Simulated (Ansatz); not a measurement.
# Ca3SiS (model cell, started as antiperovskite): following an unstable mode, part 2 of 3

Which phase does Ca3SiS (model cell, started as antiperovskite) fall into along its unstable mode, and how much energy does it gain?

Ansatz 0.2.0; DFT PBEsol, scalar-relativistic, plane waves, PAW; PAW set soft_1.

So far, highest frequency on the path or at a solved wavevector (cm⁻¹): step 2 (the dispersion) 410. Also lowest frequency on the path (cm⁻¹): step 2 -107.

The structure was built from a prototype and need not be the compound's stable phase.

### 4. The mode frozen in, largest atomic shift 0.6 Å

The atoms are moved along the unstable eigenvector, the largest shift by 0.6 Å, with the cell fixed.

input.yaml reads:

```yaml
crystal:
  lattice:
    - [5.1680341995, 5.1680341995, 0.0]
    - [5.1680341995, 0.0, 5.1680341995]
    - [5.1680341995, 0.0, -5.1680341995]
  atoms:
    - { symbol: Si, position: [0.0, 0.0, 0.0] }
    - { symbol: Si, position: [0.0, 0.5, 0.5] }
    - { symbol: S, position: [0.5, 0.25, 0.75] }
    - { symbol: S, position: [0.5, 0.75, 0.25] }
    - { symbol: Ca, position: [0.5, 0.4419508485, 0.4419508485] }
    - { symbol: Ca, position: [0.5, 0.0580491515, 0.0580491515] }
    - { symbol: Ca, position: [0.0, 0.5, 0.0] }
    - { symbol: Ca, position: [0.0, 0.0, 0.5] }
    - { symbol: Ca, position: [0.5, 0.5580491515, -0.0580491515] }
    - { symbol: Ca, position: [0.5, -0.0580491515, 0.5580491515] }
kpoints:
  mp_grid: { grid: [8, 8, 8] }
hamiltonian:
  xc: pbesol
  pseudopotentials: { kind: paw, azcp: { folder: soft_1 }, xc_functional: pbe }
scf:
  occupations: { method: methfessel_paxton, width: 0.2 }
output:
  forces: true
  stress: true
  eigenvalues: true
```

Started as:

```console
$ ansatz run input.yaml --threads 8 --pin off --max-ram 16384MiB --backend cpu --events-out ev --progress --plain --runs-dir out
```

Numbers of over 12 decimals in the logs are rounded to 6 here.

The program printed:

```text
[...]
Crystal: 10 atoms, lattice volume = 276.062 Å³
Basis set: ecut = 420 eV, 5329 PW (Γ), exchange–correlation on 100×100×100 points (8 copies of the dense FFT grid, shifted against one another)
Bands: 50, of which v1, the nominal top of the filled ones, is band 40 counted from 1 (39 counted from 0)
Symmetry: 16 space group operations
[...]
k-points: 59 of 512
[...]
k-point 0: bands = [... 36 lower, 5.3179, 6.4850, 6.5639, 6.5639, 6.9847, 7.0169, 7.2332, 7.2332, ... 6 higher]
  k-point 1: bands = [... 36 lower, 5.3254, 6.1137, 6.3146, 6.3173, 7.1806, 7.2190, 7.3618, 7.3820, ... 6 higher]
  k-point 2: bands = [... 36 lower, 5.3359, 5.6254, 5.9948, 6.0100, 7.3482, 7.3835, 7.5104, 7.8126, ... 6 higher]
  k-point 58: bands = [... 36 lower, 5.2306, 5.9200, 6.0731, 6.0731, 7.7336, 7.7336, 7.8484, 7.8610, ... 6 higher]
[key lines of the parts left out:]
SCF converged after 8 iterations
Free energy (F): -13784.660943 eV
Fermi energy:    6.764403 eV
P = ⅓ Tr σ = -0.5629 GPa (-5.629 kbar)
```

Run time: 5.6 s. Hardware: 8 threads of Arm Neoverse V2, shared host; peak memory 1.2 GiB.

Numbers from this step:

| Quantity | Value |
| --- | --- |
| pressure | -0.5629 GPa |
| gap on the k-mesh | 0.4208 eV |
| energy from the undistorted cell | -88.07 meV/atom |

The energy, extrapolated to zero smearing, is -88.07 meV/atom against the undistorted cell.

The run ends at a pressure of -0.56 GPa, with forces up to 0.49 eV/Å.

### 5. Energy along the mode, all amplitudes (two of the runs are shown above)

An imaginary frequency means negative curvature, so the energy should fall and then rise again as anharmonic terms take over.

This step gave:

- depth at the lowest point sampled: 88.07 meV/atom
- largest atomic shift at that point: 0.6 Å

The energy from the parent by largest atomic shift:

| largest atomic shift (Å) | energy from the parent (meV/atom) |
| --- | --- |
| 0.000 | 0 |
| 0.040 | -0.519 |
| 0.080 | -2.07 |
| 0.140 | -6.29 |
| 0.220 | -15.2 |
| 0.320 | -31.0 |
| 0.450 | -56.7 |
| 0.600 | -88.1 |

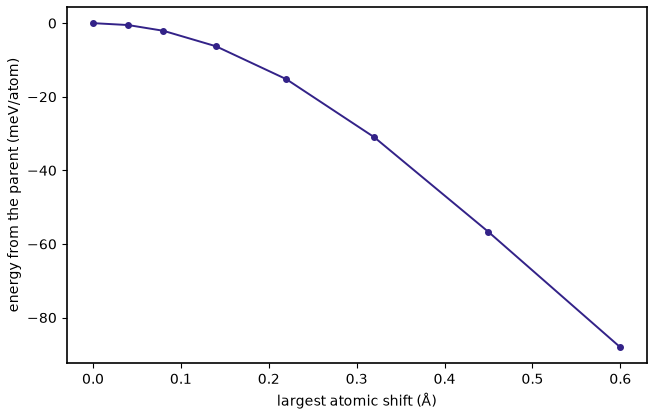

Energy from the parent, plotted against largest atomic shift.

Displacement at unit largest shift by atom:

| atom | x (Å) | y (Å) | z (Å) | size |
| --- | --- | --- | --- | --- |
| Si1 | 0.00 | 0.00 | 0.00 | 0.00 |
| Si2 | 0.00 | 0.00 | 0.00 | 0.00 |
| S3 | 0.00 | 0.00 | 0.00 | 0.00 |
| S4 | 0.00 | 0.00 | 0.00 | 0.00 |
| Ca5 | -1.00 | 0.00 | 0.00 | 1.00 |
| Ca6 | 1.00 | 0.00 | 0.00 | 1.00 |
| Ca7 | 0.00 | 0.00 | 0.00 | 0.00 |
| Ca8 | 0.00 | 0.00 | 0.00 | 0.00 |
| Ca9 | 0.00 | 0.00 | 1.00 | 1.00 |
| Ca10 | 0.00 | 0.00 | -1.00 | 1.00 |

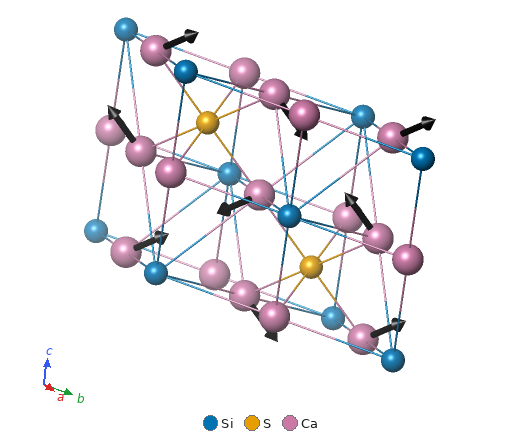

Displacement at unit largest shift as arrows, the longest 1 Å. Some periodic images of atoms are drawn too.

The lowest of the steps tried is the last one, at 0.6 Å, 88.1 meV/atom below the parent; the bottom of the well need not coincide with a step.

### 6. Relaxing from the distorted cell

Starting from the lowest point found, all atoms and the cell are let go, so that strain and other modes of the same symmetry can join in.

Changes to input.yaml since step 4:

```diff
@@ -27 +27,6 @@
   eigenvalues: true
+relax:
+  adjacent_minimum: "off"
+  f_tol: 0.002
+  max_steps: 120
+  cell: { stress_tol: 0.03 }
```

The program printed:

```text
[...]
Crystal: 10 atoms, lattice volume = 276.062 Å³
Basis set: ecut = 420 eV, 5329 PW (Γ), exchange–correlation on 100×100×100 points (8 copies of the dense FFT grid, shifted against one another)
Bands: 50, of which v1, the nominal top of the filled ones, is band 40 counted from 1 (39 counted from 0)
Symmetry: 16 space group operations
[...]
k-points: 59 of 512
[...]
SCF iter   1: F=—  HF=-13785.546254 eV  |F-HF|=—  |Δ(HF+E_count)|=         —  Δρ=2.64e-2  dr2=3.09e0  ethr=3.10e-3  ⟨swp⟩=11.4  Hψ=14992  notcnv=0
[...]
SCF iter   8: F=-13784.660943 eV  HF=-13784.660943 eV  |F-HF|=1.07e-9  |Δ(HF+E_count)|=   1.34e-8  S|Δr|=    0.00e0  Δρ=1.53e-6  dr2=6.83e-9  ethr=1.25e-10  ⟨swp⟩=14.8  Hψ=15060  notcnv=0
SCF 1 converged in 8 iterations: F = -13784.660943 eV  dr2 = 6.83e-9
[...]
relax step   1: F+E_penalty+E_count = -13784.66094278 eV  Δ(F+E_penalty+E_count) = +0.000e0 eV  max|allowed force component| = 4.905e-1 eV/Å  Δτ_max = 0.0000 Å  P = -0.563 GPa  Ω = 276.062 Å³  (8 SCF iters, dr2 threshold 1.00e-7 eV, accepted)
Crystal: 10 atoms, lattice volume = 271.461 Å³
Basis set: ecut = 420 eV, 5225 PW (Γ), exchange–correlation on 100×100×100 points (8 copies of the dense FFT grid, shifted against one another)
[...]
SCF iter   6: F=-13784.967620 eV  HF=-13784.967620 eV  |F-HF|=5.08e-8  |Δ(HF+E_count)|=   9.80e-7  S|Δr|=    0.00e0  Δρ=5.97e-6  dr2=7.96e-8  ethr=1.25e-9  ⟨swp⟩=10.9  Hψ=14833  notcnv=0
SCF 2 converged in 6 iterations: F = -13784.967620 eV  dr2 = 7.96e-8
[...]
relax step   2: F+E_penalty+E_count = -13784.96761964 eV  Δ(F+E_penalty+E_count) = -3.067e-1 eV  max|allowed force component| = 1.812e-1 eV/Å  Δτ_max = 0.1950 Å  P = -0.157 GPa  Ω = 271.461 Å³  energy of the carried Pulay correction = +8.140e-5 eV  (6 SCF iters, dr2 threshold 1.00e-6 eV, accepted)
Crystal: 10 atoms, lattice volume = 269.613 Å³
[...]
SCF iter   6: F=-13784.976428 eV  HF=-13784.976428 eV  |F-HF|=3.94e-9  |Δ(HF+E_count)|=   4.42e-7  S|Δr|=    0.00e0  Δρ=4.55e-6  dr2=6.40e-8  ethr=1.25e-9  ⟨swp⟩=10.0  Hψ=12772  notcnv=0
SCF 3 converged in 6 iterations: F = -13784.976428 eV  dr2 = 6.40e-8
relax step   3: F+E_penalty+E_count = -13784.97642805 eV  Δ(F+E_penalty+E_count) = -8.808e-3 eV  max|allowed force component| = 1.568e-1 eV/Å  Δτ_max = 0.0970 Å  P = +0.154 GPa  Ω = 269.613 Å³  energy of the carried Pulay correction = +1.145e-4 eV  (6 SCF iters, dr2 threshold 1.00e-6 eV, accepted)
[...]
relax step   4: F+E_penalty+E_count = -13784.98921479 eV  Δ(F+E_penalty+E_count) = -1.279e-2 eV  max|allowed force component| = 8.202e-3 eV/Å  Δτ_max = 0.0447 Å  P = +0.131 GPa  Ω = 270.045 Å³  energy of the carried Pulay correction = +1.067e-4 eV  (5 SCF iters, dr2 threshold 1.00e-6 eV, accepted)
[...]
relax step   5: F+E_penalty+E_count = -13784.98979047 eV  Δ(F+E_penalty+E_count) = -5.757e-4 eV  max|allowed force component| = 9.848e-4 eV/Å  Δτ_max = 0.0028 Å  P = -0.031 GPa  Ω = 270.872 Å³  energy of the carried Pulay correction = +9.193e-5 eV  (4 SCF iters, dr2 threshold 2.27e-7 eV, accepted)
[...]
relax step   6: F+E_penalty+E_count = -13784.98981279 eV  Δ(F+E_penalty+E_count) = -2.233e-5 eV  max|allowed force component| = 1.222e-4 eV/Å  Δτ_max = 0.0002 Å  P = -0.002 GPa  Ω = 270.701 Å³  energy of the carried Pulay correction = +9.499e-5 eV  (4 SCF iters, dr2 threshold 5.20e-9 eV, accepted)
[...]
SCF iter   5: F=-13784.989724 eV  HF=-13784.989724 eV  |F-HF|=1.82e-12  |Δ(HF+E_count)|=  3.64e-12  S|Δr|=    0.00e0  Δρ=5.25e-8  dr2=7.53e-12  ethr=1.00e-12  ⟨swp⟩=5.3  Hψ=10245  notcnv=0
SCF 7 converged in 5 iterations: F = -13784.989724 eV  dr2 = 7.53e-12
relax step   7: F+E_penalty+E_count = -13784.98972360 eV  Δ(F+E_penalty+E_count) = +8.919e-5 eV  max|allowed force component| = 1.178e-4 eV/Å  Δτ_max = 0.0000 Å  P = -0.002 GPa  Ω = 270.701 Å³  stress off target by 2.17e-3 GPa  SCF on the basis re-selected at this cell (its energy is not comparable with the rows above)  (5 SCF iters)
basis re-selected at this cell: Δ(F+E_penalty+E_count) = +8.919e-5 eV, ΔP = -0.000 GPa vs the last step (what re-selecting the basis moved, of the pressure what is left beyond the Pulay correction that the steps carried, after the strain that the cell walked since its last selection, with what the two solves' SCF thresholds leave and, on support functions, any second-order correction that the steps lacked; it is no m [...]
SCF converged after 5 iterations
[...]
Free energy (F): -13784.989724 eV
[...]
Internal energy: -13784.991073 eV  (E = F + TS)
E sigma→0 (E₀):  -13784.990061 eV
Entropy (-TS):   0.001350 eV (0.135 meV/atom)
Fermi energy:    6.891019 eV
[...]
--- Forces (eV/Å), atoms counted from 1 ---
  atom   1  Si     0.00000000     0.00000000     0.00000000
  atom   2  Si     0.00000000    -0.00000000    -0.00000000
  atom   3  S      0.00000000    -0.00000000     0.00000000
  atom   4  S      0.00000000     0.00000000    -0.00000000
  atom   5  Ca    -0.00011782     0.00000000     0.00000000
  atom   6  Ca     0.00011782     0.00000000     0.00000000
  atom   7  Ca     0.00000000     0.00000000     0.00000000
  atom   8  Ca    -0.00000000    -0.00000000    -0.00000000
  atom   9  Ca     0.00000000    -0.00000000     0.00011782
  atom  10  Ca     0.00000000     0.00000000    -0.00011782
  max |Σ_I F_I| component: 8.67e-18 eV/Å
--- Stress (GPa, compression-positive) ---
       -0.001506      -0.000000      -0.000000
       -0.000000      -0.002168      -0.000000
       -0.000000      -0.000000      -0.001506
  P = ⅓ Tr σ = -0.0017 GPa (-0.017 kbar)
--- Band table (eV; the first three rows and the last of 59) ---
  k-point 0: bands = [... 36 lower, 5.4169, 6.3017, 6.5940, 6.5940, 7.0453, 7.1900, 7.6923, 7.6923, ... 6 higher]
  k-point 1: bands = [... 36 lower, 5.4297, 6.0859, 6.3694, 6.3889, 7.2340, 7.4475, 7.7115, 7.7536, ... 6 higher]
  k-point 2: bands = [... 36 lower, 5.4508, 5.7341, 6.0818, 6.1017, 7.5337, 7.6882, 7.7872, 7.8854, ... 6 higher]
  k-point 58: bands = [... 36 lower, 5.4495, 5.8358, 6.3273, 6.3273, 7.8573, 7.8573, 8.0334, 8.0397, ... 6 higher]
--- Relaxed structure (6 steps of the walk, 6 accepted, 1 SCFs on fresh bases) ---
  F+E_penalty+E_count = -13784.98972360 eV   max|allowed force component| = 1.178e-4 eV/Å   (the final SCF, on the basis selected at the relaxed cell)
  cell:  # Å, volume = 270.7005 Å³
    - [5.096976, 5.209954, 0.0]
    - [5.096976, 0, 5.096976]
    - [5.096976, 0, -5.096976]
  atoms:
    - { symbol: Si, position: [0, -2.6853126879766233e-19, -2.6853126879766233e-19] }
    - { symbol: Si, position: [0.0, 0.5, 0.5] }
    - { symbol: S, position: [0.500000, 0.250000, 0.75] }
    - { symbol: S, position: [0.500000, 0.75, 0.250000] }
    - { symbol: Ca, position: [0.500000, 0.417729, 0.417729] }
    - { symbol: Ca, position: [0.500000, 0.082271, 0.082271] }
    - { symbol: Ca, position: [0, 0.5, 0.0] }
    - { symbol: Ca, position: [0, 0.0, 0.5] }
    - { symbol: Ca, position: [0.500000, 0.582271, -0.082271] }
    - { symbol: Ca, position: [0.500000, -0.082271, 0.582271] }
```

It took 36 s on 8 threads; peak memory 1.3 GiB.

Relaxation path:

| step | energy less that of the first step (eV) | largest force component (eV/Å) | pressure (GPa) | volume (Å³) |
| --- | --- | --- | --- | --- |
| 1 | 0.0000 | 0.4905 | -0.56 | 276.06 |
| 2 | -0.3067 | 0.1812 | -0.16 | 271.46 |
| 3 | -0.3155 | 0.1568 | 0.15 | 269.61 |
| 4 | -0.3283 | 0.0082 | 0.13 | 270.05 |
| 5 | -0.3288 | 0.0010 | -0.03 | 270.87 |
| 6 | -0.3289 | 0.0001 | 0.00 | 270.70 |
| 7* | -0.3288 | 0.0001 | 0.00 | 270.70 |

Relaxation steps marked * repeat the geometry before them on a plane-wave basis chosen anew for their cell, so energy and pressure can jump there.

Forces are held to the 16 operations that the run works with; a distortion that breaks them can't arise in this run.

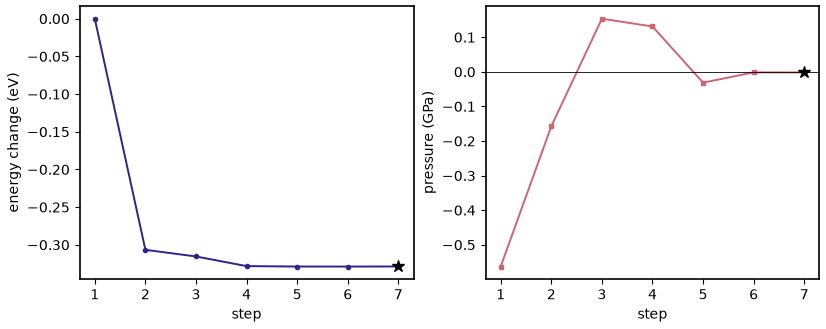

Energy and pressure along the relaxation. Stars mark steps on a basis chosen anew.

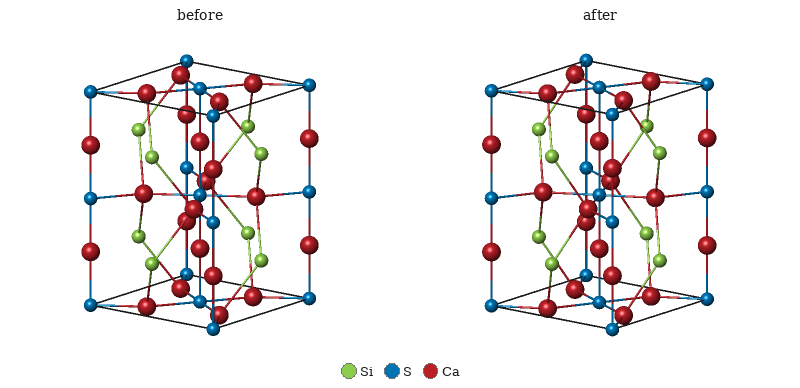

Before and after, at one scale.

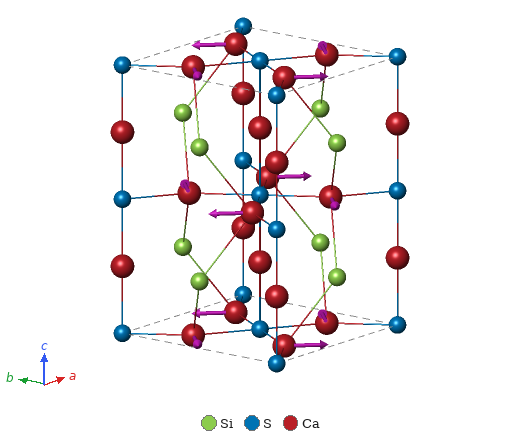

Displacements in the relaxation, exaggerated, measured against the changing cell; the longest in the cell stands for 0.25 Å. Some periodic images of atoms are drawn too.

| conventional cell, symmetrised | before | after | change |
| --- | --- | --- | --- |
| a (Å) | 7.309 | 7.208 | -1.4 % |
| b (Å) | 7.309 | 7.208 | -1.4 % |
| c (Å) | 10.336 | 10.420 | +0.8 % |
| volume (Å³/atom) | 27.61 | 27.07 | -1.9 % |

The atoms that moved most (Å, as changes of fractional coordinates times the final cell):

| atom | dx | dy | dz | length |
| --- | --- | --- | --- | --- |
| Ca5 | -0.247 | 0.000 | 0.000 | 0.247 |
| Ca10 | 0.000 | 0.000 | -0.247 | 0.247 |
| Ca6 | 0.247 | 0.000 | 0.000 | 0.247 |
| Ca9 | 0.000 | 0.000 | 0.247 | 0.247 |

Numbers from this step:

| Property | Result |
| --- | --- |
| pressure | -0.001727 GPa |
| volume per atom | 27.07 Å³ |
| gap on the k-mesh | 0.4513 eV |

The distorted start has space group I4/mcm; the relaxation ends in I4/mcm.

### 7. The new phase in its own primitive cell

The relaxed structure is symmetrised, reduced to its primitive cell and relaxed tightly, as its phonons need.

input.yaml reads:

```yaml
crystal:
  lattice:
    - [-3.6041065963, 3.6041065963, 5.2099537936]
    - [3.6041065963, -3.6041065963, 5.2099537936]
    - [3.6041065963, 3.6041065963, -5.2099537936]
  atoms:
    - { symbol: Si, position: [0.75, 0.25, 0.5] }
    - { symbol: Si, position: [0.25, 0.75, 0.5] }
    - { symbol: S, position: [0.0, 0.0, 0.0] }
    - { symbol: S, position: [0.5, 0.5, 0.0] }
    - { symbol: Ca, position: [0.3322706426, 0.8322706426, 0.1645412851] }
    - { symbol: Ca, position: [0.6677293574, 0.1677293574, 0.8354587149] }
    - { symbol: Ca, position: [0.75, 0.75, 0.0] }
    - { symbol: Ca, position: [0.25, 0.25, 0.0] }
    - { symbol: Ca, position: [0.8322706426, 0.6677293574, 0.5] }
    - { symbol: Ca, position: [0.1677293574, 0.3322706426, 0.5] }
kpoints:
  mp_grid: { grid: [6, 6, 6] }
hamiltonian:
  xc: pbesol
  pseudopotentials: { kind: paw, azcp: { folder: soft_1 }, xc_functional: pbe }
scf:
  occupations: { method: fixed }
output:
  forces: true
  stress: true
  eigenvalues: true
relax:
  adjacent_minimum: "off"
  f_tol: 0.001
  max_steps: 60
  cell: { stress_tol: 0.01 }
```

The program printed:

```text
[...]
Crystal: 10 atoms, lattice volume = 270.701 Å³
Basis set: ecut = 420 eV, 5225 PW (Γ), exchange–correlation on 100×100×100 points (8 copies of the dense FFT grid, shifted against one another)
Bands: 50, of which v1, the nominal top of the filled ones, is band 40 counted from 1 (39 counted from 0)
Symmetry: 16 space group operations
[...]
k-points: 30 of 216
[...]
- { symbol: Si, position: [0.250000, 0.75, 0.500000] }
    - { symbol: S, position: [0.0, 0.0, 0.0] }
    - { symbol: S, position: [0.5, 0.5, 0.0] }
    - { symbol: Ca, position: [0.332271, 0.832271, 0.164541] }
    - { symbol: Ca, position: [0.667729357425, 0.167729, 0.835459] }
    - { symbol: Ca, position: [0.75, 0.75, 0.0] }
    - { symbol: Ca, position: [0.25, 0.25, 0.0] }
    - { symbol: Ca, position: [0.832271, 0.667729, 0.500000] }
    - { symbol: Ca, position: [0.167729357425, 0.332271, 0.500000] }
[key lines of the parts left out:]
SCF converged after 8 iterations
Free energy (F): -13784.989764 eV
Fermi energy:    6.593938 eV
P = ⅓ Tr σ = -0.0009 GPa (-0.009 kbar)
```

Elapsed: 6.8 s, on 8 threads; peak memory 1 GiB.

Little changed from the start: no atom moved by 0.005 Å and no cell edge by 0.1 %.

Numbers from this step:

```
pressure           : -8.90e-4 GPa
gap on the k-mesh  : 0.4516 eV
direct gap on mesh : 0.4516 eV
```

The largest force component left is 0.083 meV/Å and the pressure is -0.001 GPa, within the tolerances set. The cell now holds 27.07 Å³/atom.

(Continued in part 3 of 3.)

[Logs are printed without paths, hosts, clocks, repeated set-up lines and the standing remarks that a program may print on its own settings, such as how far it seeks lower states.]

[Hosts, paths, dates, database ids (printed as entryN), source tags and the programs' standing remarks are cut or masked in the printed files.]
